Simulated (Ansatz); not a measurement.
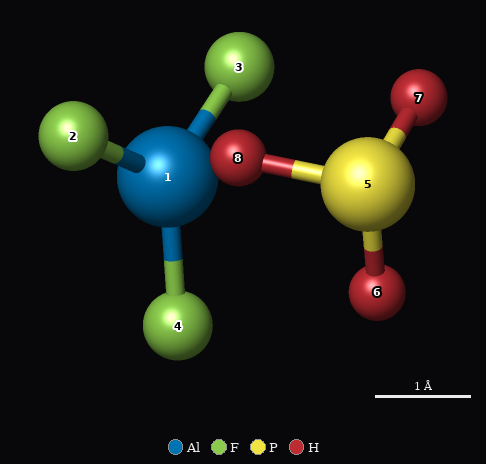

Figure 1. The structure as given in the input (ball-and-stick view, seen at a tilt; atoms are numbered from 1 in the order of the input). Sticks mark near contacts. Bond lengths as drawn: Al–F 1.63 to 1.66 Å and H–P 1.41 to 1.42 Å.

## Geometry relaxation, with input and output: AlPH$_{3}$F$_{3}$

- system: AlPH$_{3}$F$_{3}$
- method: RHF/def2-SVP (Ansatz 0.2.0)

It belongs to a series of runs on one base structure; here: end point A relaxed. Figures and captions count atoms from 1; the log counts them from 0 in places.

What the program printed
```
The last accepted step is kept in [file] (removed where the run ends without a failure and the disk answers)
Engine: ansatz 0.2.0, aarch64-unknown-linux-gnu
Functional definition: HF
  exchange = exact_x
  correlation = 0
917 factors; integrals over basis functions are off by at most 4.1e-4 eV
mean field evaluation 1: about -24010.2588 eV, gradient 4.5e1 eV
mean field evaluation 2: about -24010.2964 eV, gradient 4.5e1 eV
mean field evaluation 4: about -24014.0887 eV, gradient 2.3e0 eV
mean field evaluation 8: about -24014.1370 eV, gradient 2.9e-4 eV
mean field -24014.13695589 eV, -882.5032557624 hartree, gradient 3.4e-5 eV, S^2 0.000000; 0 other end points of the search recorded, 0 dependent functions left out
the calculation of the forces begins
reference -24014.13695589 eV, -882.5032557624 hartree; 29, 29 occupied and 64, 64 virtual orbitals, 917 factors
relax step   1: F+E_penalty+E_count = -24014.13695589 eV  Δ(F+E_penalty+E_count) = +0.000e0 eV  max|allowed force component| = 8.645e-1 eV/Å  Δτ_max = 0.0000 Å  (33 SCF iters, accepted)
these checks for a lower state are left out or cut short: starts, cluster_reference, orbital_swaps, neighbouring_geometries, increment
917 factors; integrals over basis functions are off by at most 3.4e-4 eV
mean field evaluation 16: about -24014.1720 eV, gradient 6.1e-3 eV
mean field -24014.17204179 eV, -882.5045451452 hartree, gradient 7.1e-5 eV, S^2 0.000000; 0 other end points of the search recorded, 0 dependent functions left out
[... from here on the field's lines of each further geometry are left out, up to the last ...]
relax step   2: F+E_penalty+E_count = -24014.17204179 eV  Δ(F+E_penalty+E_count) = -3.509e-2 eV  max|allowed force component| = 9.783e-1 eV/Å  Δτ_max = 0.1950 Å  (30 SCF iters, accepted)
relax step   3: F+E_penalty+E_count = -24014.20562016 eV  Δ(F+E_penalty+E_count) = -3.358e-2 eV  max|allowed force component| = 1.317e0 eV/Å  Δτ_max = 0.1996 Å  (31 SCF iters, accepted)
relax step   4: F+E_penalty+E_count = -24014.22613757 eV  Δ(F+E_penalty+E_count) = -2.052e-2 eV  max|allowed force component| = 9.325e-1 eV/Å  Δτ_max = 0.0648 Å  (32 SCF iters, accepted)
relax step   5: F+E_penalty+E_count = -24014.24021090 eV  Δ(F+E_penalty+E_count) = -1.407e-2 eV  max|allowed force component| = 3.192e-1 eV/Å  Δτ_max = 0.0819 Å  (31 SCF iters, accepted)
relax step   6: F+E_penalty+E_count = -24014.24492099 eV  Δ(F+E_penalty+E_count) = -4.710e-3 eV  max|allowed force component| = 1.129e-1 eV/Å  Δτ_max = 0.0561 Å  (32 SCF iters, accepted)
relax step   7: F+E_penalty+E_count = -24014.24679144 eV  Δ(F+E_penalty+E_count) = -1.870e-3 eV  max|allowed force component| = 2.417e-2 eV/Å  Δτ_max = 0.0358 Å  (32 SCF iters, accepted)
relax step   8: F+E_penalty+E_count = -24014.24721940 eV  Δ(F+E_penalty+E_count) = -4.280e-4 eV  max|allowed force component| = 5.183e-2 eV/Å  Δτ_max = 0.0324 Å  (32 SCF iters, accepted)
relax step   9: F+E_penalty+E_count = -24014.24758129 eV  Δ(F+E_penalty+E_count) = -3.619e-4 eV  max|allowed force component| = 6.897e-2 eV/Å  Δτ_max = 0.0421 Å  (32 SCF iters, accepted)
relax step  10: F+E_penalty+E_count = -24014.24791216 eV  Δ(F+E_penalty+E_count) = -3.309e-4 eV  max|allowed force component| = 6.892e-2 eV/Å  Δτ_max = 0.0484 Å  (31 SCF iters, accepted)
relax step  11: F+E_penalty+E_count = -24014.24819590 eV  Δ(F+E_penalty+E_count) = -2.837e-4 eV  max|allowed force component| = 7.814e-2 eV/Å  Δτ_max = 0.0151 Å  (31 SCF iters, accepted)
relax step  12: F+E_penalty+E_count = -24014.24872056 eV  Δ(F+E_penalty+E_count) = -5.247e-4 eV  max|allowed force component| = 1.008e-1 eV/Å  Δτ_max = 0.0583 Å  (31 SCF iters, accepted)
relax step  13: F+E_penalty+E_count = -24014.24808275 eV  Δ(F+E_penalty+E_count) = +6.378e-4 eV  max|allowed force component| = 1.299e-1 eV/Å  Δτ_max = 0.0548 Å  (32 SCF iters, rejected (line search))
relax step  14: F+E_penalty+E_count = -24014.24926185 eV  Δ(F+E_penalty+E_count) = -5.413e-4 eV  max|allowed force component| = 2.307e-2 eV/Å  Δτ_max = 0.0274 Å  (32 SCF iters, accepted)
relax step  15: F+E_penalty+E_count = -24014.24961709 eV  Δ(F+E_penalty+E_count) = -3.552e-4 eV  max|allowed force component| = 3.990e-2 eV/Å  Δτ_max = 0.0794 Å  (31 SCF iters, accepted)
the calculation of the forces begins
reference -24014.24974640 eV, -882.5074007372 hartree; 29, 29 occupied and 64, 64 virtual orbitals, 917 factors
relax step  16: F+E_penalty+E_count = -24014.24974640 eV  Δ(F+E_penalty+E_count) = -1.293e-4 eV  max|allowed force component| = 2.402e-2 eV/Å  Δτ_max = 0.0216 Å  (30 SCF iters, accepted)
917 factors; integrals over basis functions are off by at most 3.4e-4 eV
mean field evaluation 128: about -24014.2364 eV, gradient 5.5e-1 eV
```

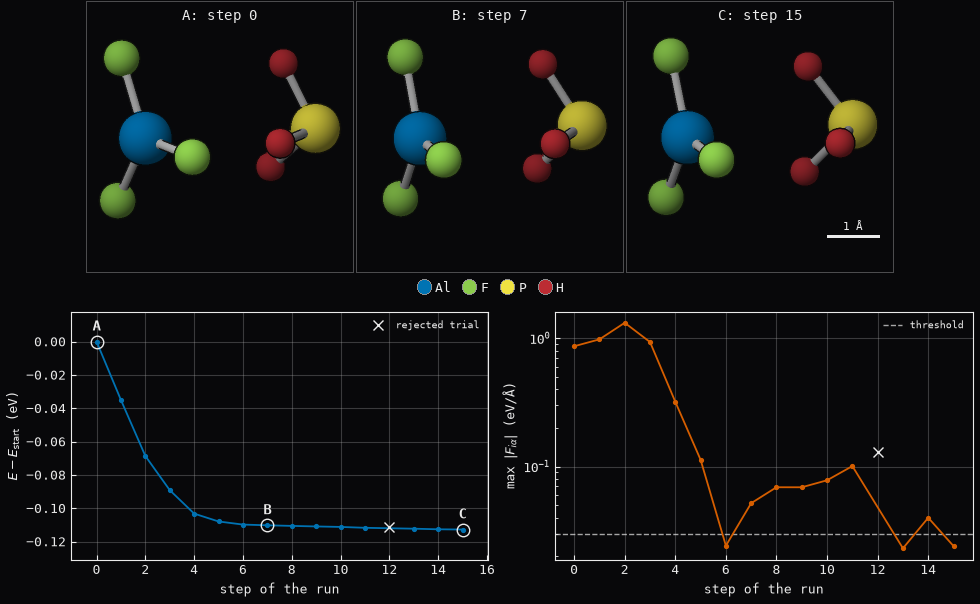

Figure 2. Frames of the relaxation (ball-and-stick view, seen at a tilt) above the curves, on which the letters mark them (the first geometry is step 0 here and step 1 in the log).

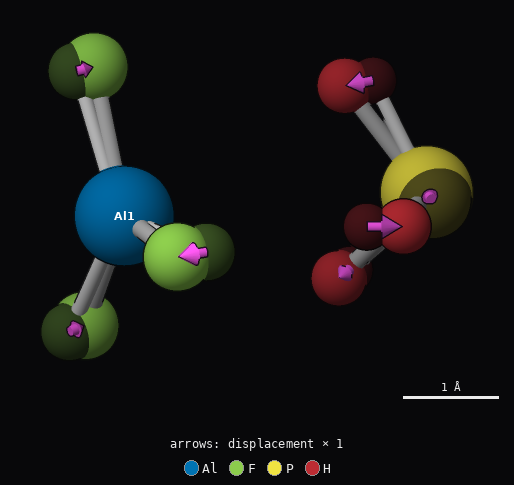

Figure 3. Start (faint) and end (solid) with the displacements as pink arrows, at true length (ball-and-stick view, seen at a tilt). The two geometries are laid on each other by the best rigid fit. The largest move after the best rigid fit is that of H8, 0.39 Å. By element the largest moves are H 0.39 Å, F 0.34 Å, P 0.18 Å, Al 0.05 Å. Distances before and after: Al1–F2 1.662 → 1.633 Å. After 15 geometry steps the energy has fallen by 0.113 eV. The largest force component goes from 0.86 to 0.024 eV/Å. The line search rejected the trial step at point 12 (counted from 0) and went back. (Atoms are counted from 1 in the order of the input.)

```
mean field -24014.24974640 eV, -882.5074007372 hartree, gradient 7.1e-5 eV, S^2 0.000000; 1 other end points of the search recorded, 0 dependent functions left out
the calculation of the forces begins
reference -24014.24974640 eV, -882.5074007372 hartree; 29, 29 occupied and 64, 64 virtual orbitals, 917 factors
Total energy: -24014.24974640 eV, -882.5074007372 hartree
Atom 0 at     0.035944     0.129698     0.039207 Å, force    -0.021642     0.000810    -0.001311 eV/Å
Atom 1 at    -0.153519     0.696696     1.558724 Å, force     0.001345     0.000926     0.002242 eV/Å
Atom 2 at     1.527164     0.066638    -0.622663 Å, force    -0.003850    -0.003856    -0.006507 eV/Å
Atom 3 at    -1.278941    -0.192545    -0.874640 Å, force     0.024019     0.001163     0.005716 eV/Å
Atom 4 at     0.238183    -3.135888     1.126316 Å, force    -0.009365     0.017490     0.000297 eV/Å
Atom 5 at    -0.780872    -2.753513     0.222759 Å, force     0.007917    -0.001011     0.011807 eV/Å
Atom 6 at     1.304928    -2.562393     0.396151 Å, force    -0.001206     0.001408     0.005290 eV/Å
Atom 7 at     0.064615    -2.048294     2.015747 Å, force     0.002782    -0.016929    -0.017534 eV/Å
Dipole moment:     0.007762    -0.102668     0.023907 e Å
```

Trajectory as extended XYZ (Å, eV, eV/Å), 16 frames, from step=1 to step=16
```
8
Properties=species:S:1:pos:R:3:forces:R:3 step=1 energy=-24014.13696
Al    0.0155    0.1599    0.0104   -0.0552   0.0303   0.8645
F    -0.1060    0.3772    1.6532    0.0310   0.3045  -0.8533
F     1.4771    0.2318   -0.7089   -0.0025  -0.0021   0.0025
F    -1.3393    0.0038   -0.8836    0.0037  -0.0038  -0.0014
P     0.1925   -3.0713    1.2834   -0.0056   0.0774  -0.0053
H    -0.7028   -2.9237    0.1974   -0.0053   0.0070  -0.0041
H     1.3668   -2.8303    0.5344    0.0045   0.0100  -0.0120
H     0.0538   -1.7470    1.7753    0.0294  -0.4232   0.0091
8
Properties=species:S:1:pos:R:3:forces:R:3 step=2 energy=-24014.17204
Al    0.0177    0.1204    0.0318   -0.1246   0.7900   0.9783
F    -0.1207    0.5703    1.6309    0.0877  -0.3217  -0.9404
F     1.4742    0.2332   -0.6941    0.0432  -0.2247   0.0097
F    -1.3369    0.0035   -0.8697   -0.0057  -0.2311   0.0028
P     0.1989   -3.1215    1.2614    0.0172   0.0175  -0.1208
H    -0.7015   -2.9388    0.1843   -0.0010   0.0026   0.0109
H     1.3697   -2.8452    0.5181   -0.0073   0.0015   0.0012
H     0.0561   -1.8216    1.7989   -0.0094  -0.0341   0.0582
8
Properties=species:S:1:pos:R:3:forces:R:3 step=3 energy=-24014.20562
Al    0.0148    0.1422    0.0958   -0.1192   0.3982   0.8596
F    -0.1381    0.7687    1.6450    0.1288  -0.5132  -1.3172
F     1.4929    0.0610   -0.6172   -0.3343   0.0132   0.2067
F    -1.3284   -0.1805   -0.7962    0.3299   0.0773   0.2624
P     0.2016   -3.0962    1.1893    0.0172  -0.0760  -0.1507
H    -0.7065   -2.8872    0.1231    0.0404   0.0070   0.0676
H     1.3680   -2.7919    0.4494   -0.0494   0.0122   0.0330
H     0.0532   -1.8158    1.7724   -0.0133   0.0812   0.0385
8
Properties=species:S:1:pos:R:3:forces:R:3 step=4 energy=-24014.22614
Al    0.0184    0.0943    0.1226   -0.1001   0.4518   0.6766
F    -0.1402    0.7949    1.6261    0.1021  -0.4607  -0.9325
F     1.4954    0.0065   -0.5822   -0.1679  -0.0187   0.1172
F    -1.3208   -0.2282   -0.7668    0.1701   0.0145   0.1441
P     0.2051   -3.0718    1.1625    0.0177  -0.0603  -0.1146
H    -0.7118   -2.8513    0.1085    0.0240  -0.0034   0.0497
H     1.3625   -2.7427    0.4212   -0.0343   0.0034   0.0283
H     0.0488   -1.8013    1.7698   -0.0116   0.0734   0.0311
8
Properties=species:S:1:pos:R:3:forces:R:3 step=5 energy=-24014.24021
Al    0.0233    0.0539    0.1375   -0.0160   0.0986   0.3192
F    -0.1371    0.7554    1.6120    0.0188  -0.0285  -0.1707
F     1.5013   -0.0608   -0.5430    0.1001   0.0218  -0.0720
F    -1.3109   -0.2806   -0.7384   -0.1049  -0.0010  -0.1009
P     0.2113   -3.0280    1.1382    0.0123  -0.0014   0.0136
H    -0.7221   -2.8091    0.1023   -0.0018  -0.0172   0.0060
H     1.3524   -2.6680    0.3892   -0.0144  -0.0130   0.0122
H     0.0393   -1.7624    1.7637    0.0059  -0.0594  -0.0075
8
Properties=species:S:1:pos:R:3:forces:R:3 step=6 energy=-24014.24492
Al    0.0216    0.0896    0.1324   -0.0018   0.1129   0.0296
F    -0.1391    0.7906    1.6008    0.0055  -0.0209   0.0052
F     1.4991   -0.0070   -0.5566    0.0268  -0.0362  -0.0097
F    -1.3128   -0.2323   -0.7517   -0.0279  -0.0457  -0.0260
P     0.2143   -3.0676    1.1546    0.0003   0.0210   0.0189
H    -0.7207   -2.8631    0.1173   -0.0072  -0.0006  -0.0066
H     1.3538   -2.7152    0.4008    0.0031   0.0036  -0.0078
H     0.0414   -1.7946    1.7640    0.0013  -0.0341  -0.0036
8
Properties=species:S:1:pos:R:3:forces:R:3 step=7 energy=-24014.24679
Al    0.0238    0.1151    0.1217    0.0028  -0.0014  -0.0145
F    -0.1414    0.7942    1.5989   -0.0007   0.0050  -0.0028
F     1.5048    0.0016   -0.5585   -0.0055   0.0037   0.0056
F    -1.3039   -0.2312   -0.7651    0.0047   0.0034   0.0048
P     0.2213   -3.0808    1.1548    0.0019  -0.0242   0.0116
H    -0.7316   -2.8743    0.1343   -0.0072   0.0067  -0.0034
H     1.3444   -2.7018    0.3890    0.0049   0.0089  -0.0052
H     0.0401   -1.8224    1.7865   -0.0008  -0.0021   0.0040
8
Properties=species:S:1:pos:R:3:forces:R:3 step=8 energy=-24014.24722
Al    0.0255    0.1303    0.1134    0.0041  -0.0420  -0.0518
F    -0.1432    0.7970    1.5947   -0.0049   0.0148   0.0114
F     1.5083    0.0135   -0.5626   -0.0149   0.0136   0.0130
F    -1.2978   -0.2252   -0.7768    0.0165   0.0177   0.0200
P     0.2262   -3.0939    1.1554    0.0029  -0.0237  -0.0001
H    -0.7393   -2.8807    0.1476   -0.0034   0.0070   0.0012
H     1.3378   -2.6931    0.3828   -0.0009   0.0083   0.0013
H     0.0399   -1.8474    1.8071    0.0006   0.0043   0.0050
8
Properties=species:S:1:pos:R:3:forces:R:3 step=9 energy=-24014.24758
Al    0.0281    0.1402    0.1037    0.0026  -0.0545  -0.0690
F    -0.1454    0.7947    1.5892   -0.0075   0.0146   0.0171
F     1.5127    0.0258   -0.5684   -0.0116   0.0163   0.0161
F    -1.2903   -0.2195   -0.7920    0.0170   0.0222   0.0288
P     0.2318   -3.1071    1.1542    0.0040   0.0063  -0.0203
H    -0.7490   -2.8798    0.1632    0.0056   0.0017   0.0117
H     1.3294   -2.6762    0.3754   -0.0167   0.0014   0.0178
H     0.0403   -1.8777    1.8363    0.0066  -0.0079  -0.0023
8
Properties=species:S:1:pos:R:3:forces:R:3 step=10 energy=-24014.24791
Al    0.0313    0.1424    0.0929    0.0016  -0.0370  -0.0553
F    -0.1480    0.7839    1.5835   -0.0074   0.0040   0.0078
F     1.5174    0.0368   -0.5760    0.0024   0.0124   0.0146
F    -1.2822   -0.2155   -0.8100    0.0035   0.0164   0.0272
P     0.2369   -3.1177    1.1508    0.0016   0.0689  -0.0412
H    -0.7601   -2.8684    0.1796    0.0200  -0.0091   0.0281
H     1.3199   -2.6512    0.3685   -0.0387  -0.0119   0.0416
H     0.0423   -1.9100    1.8723    0.0170  -0.0437  -0.0227
8
Properties=species:S:1:pos:R:3:forces:R:3 step=11 energy=-24014.24820
Al    0.0321    0.1379    0.0888    0.0130  -0.0147  -0.0333
F    -0.1489    0.7729    1.5826   -0.0051  -0.0033  -0.0029
F     1.5188    0.0396   -0.5800    0.0025   0.0076   0.0147
F    -1.2806   -0.2145   -0.8163   -0.0104   0.0076   0.0166
P     0.2371   -3.1179    1.1490   -0.0012   0.0781  -0.0311
H    -0.7630   -2.8576    0.1838    0.0185  -0.0102   0.0254
H     1.3174   -2.6416    0.3692   -0.0324  -0.0138   0.0351
H     0.0447   -1.9183    1.8846    0.0152  -0.0514  -0.0244
8
Properties=species:S:1:pos:R:3:forces:R:3 step=12 energy=-24014.24872
Al    0.0343    0.1323    0.0704    0.0487   0.0118   0.0426
F    -0.1522    0.7326    1.5793    0.0022  -0.0127  -0.0490
F     1.5234    0.0533   -0.5959   -0.0104   0.0064   0.0158
F    -1.2756   -0.2074   -0.8412   -0.0414  -0.0024  -0.0122
P     0.2376   -3.1219    1.1440   -0.0163   0.1008   0.0020
H    -0.7733   -2.8230    0.2007    0.0201  -0.0104   0.0250
H     1.3092   -2.6123    0.3740   -0.0145  -0.0132   0.0174
H     0.0541   -1.9533    1.9303    0.0116  -0.0804  -0.0415
8
Properties=species:S:1:pos:R:3:forces:R:3 step=13 energy=-24014.24808 accepted=F
Al    0.0348    0.1235    0.0611    0.0540   0.1299   0.0317
F    -0.1560    0.7271    1.5688    0.0093  -0.0630  -0.0531
F     1.5243    0.0686   -0.6081   -0.0221  -0.0365   0.0320
F    -1.2748   -0.1922   -0.8593   -0.0407  -0.0463  -0.0063
P     0.2382   -3.1326    1.1385   -0.0282   0.0818   0.0243
H    -0.7783   -2.8009    0.2122    0.0170  -0.0019   0.0186
H     1.3066   -2.5997    0.3818    0.0066   0.0002  -0.0050
H     0.0627   -1.9933    1.9666    0.0041  -0.0643  -0.0423
8
Properties=species:S:1:pos:R:3:forces:R:3 step=14 energy=-24014.24926
Al    0.0344    0.1322    0.0648    0.0194   0.0041   0.0086
F    -0.1523    0.7299    1.5736    0.0003  -0.0062  -0.0190
F     1.5239    0.0544   -0.6004   -0.0065   0.0028   0.0083
F    -1.2777   -0.2049   -0.8461   -0.0136   0.0003  -0.0010
P     0.2374   -3.1247    1.1394   -0.0053   0.0231   0.0029
H    -0.7737   -2.8085    0.2035    0.0049  -0.0005   0.0064
H     1.3095   -2.6035    0.3796   -0.0021  -0.0013   0.0036
H     0.0561   -1.9746    1.9473    0.0029  -0.0223  -0.0098
8
Properties=species:S:1:pos:R:3:forces:R:3 step=15 energy=-24014.24962
Al    0.0353    0.1338    0.0447    0.0016   0.0051   0.0231
F    -0.1548    0.7089    1.5619    0.0035  -0.0080  -0.0235
F     1.5269    0.0649   -0.6163   -0.0107   0.0000   0.0006
F    -1.2775   -0.1943   -0.8691    0.0057   0.0006  -0.0008
P     0.2389   -3.1359    1.1301   -0.0186   0.0399   0.0047
H    -0.7803   -2.7704    0.2192    0.0160  -0.0021   0.0227
H     1.3051   -2.5745    0.3897   -0.0037   0.0016   0.0101
H     0.0640   -2.0320    2.0015    0.0062  -0.0371  -0.0370
8
Properties=species:S:1:pos:R:3:forces:R:3 step=16 energy=-24014.24975
Al    0.0359    0.1297    0.0392   -0.0216   0.0008  -0.0013
F    -0.1535    0.6967    1.5587    0.0013   0.0009   0.0022
F     1.5272    0.0666   -0.6227   -0.0039  -0.0039  -0.0065
F    -1.2789   -0.1925   -0.8746    0.0240   0.0012   0.0057
P     0.2382   -3.1359    1.1263   -0.0094   0.0175   0.0003
H    -0.7809   -2.7535    0.2228    0.0079  -0.0010   0.0118
H     1.3049   -2.5624    0.3962   -0.0012   0.0014   0.0053
H     0.0646   -2.0483    2.0157    0.0028  -0.0169  -0.0175
```

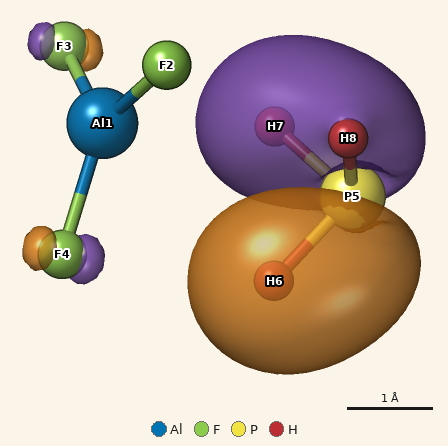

Figure 4. The HOMO−1 at ±0.1 Å⁻³ᐟ² (orange and purple are the two phases), seen at a tilt. Its weight (Hirshfeld) is mainly on P5 (50 %), H6 (25 %) and H7 (25 %). Its energy is −15.13 eV.

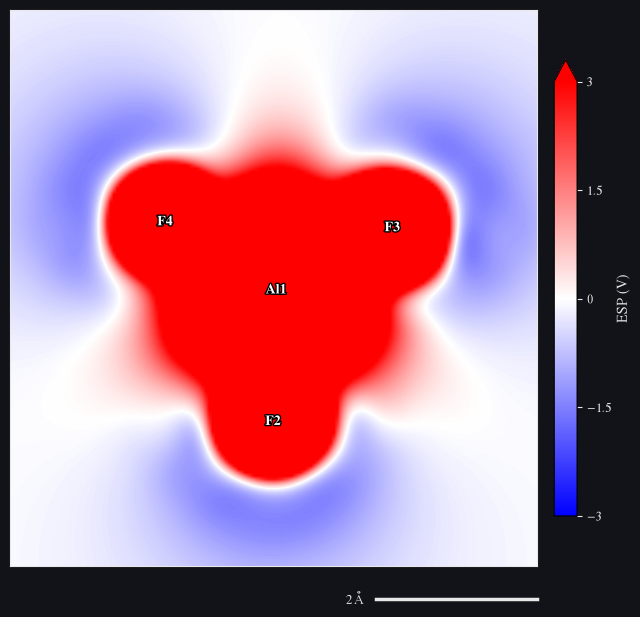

Figure 5. Molecular electrostatic potential on the plane of atoms F2, Al1 and F3. The section cuts through Al and F sites.

This output came from the following input.

Input
```yaml
crystal:
  periodic: [false, false, false]
  atoms:
    - { symbol: Al, position_ang: [0.015495, 0.159863, 0.010425] }
    - { symbol: F, position_ang: [-0.106036, 0.377211, 1.653245] }
    - { symbol: F, position_ang: [1.477061, 0.231821, -0.708947] }
    - { symbol: F, position_ang: [-1.339302, 0.003802, -0.883597] }
    - { symbol: P, position_ang: [0.192526, -3.07132, 1.283436] }
    - { symbol: H, position_ang: [-0.702822, -2.923686, 0.197377] }
    - { symbol: H, position_ang: [1.366757, -2.830288, 0.534351] }
    - { symbol: H, position_ang: [0.053822, -1.747004, 1.775311] }
basis:
  gaussian: { orbitals: def2-SVP }
hamiltonian:
  xc: hf
relax:
  f_tol: 0.03
  max_steps: 50
output:
  orbitals: {}
```

Launched with:
```bash
ansatz run input.yaml --threads 1 --pin off --max-ram 2048MiB --backend cpu --events-out ev --progress --plain --runs-dir out
```

Summary

| quantity | value |
| --- | --- |
| outcome | converged |
| total energy | −24014.2497 eV |
| mean-field energy | −24014.2497 eV |
| largest force (length of the vector) at the end | 0.025 eV/Å |
| hardware | 1 thread of Arm Neoverse V2, 24 GiB of memory available, shared host |
| wall time | 22 s |
| peak memory | 0.17 GiB |
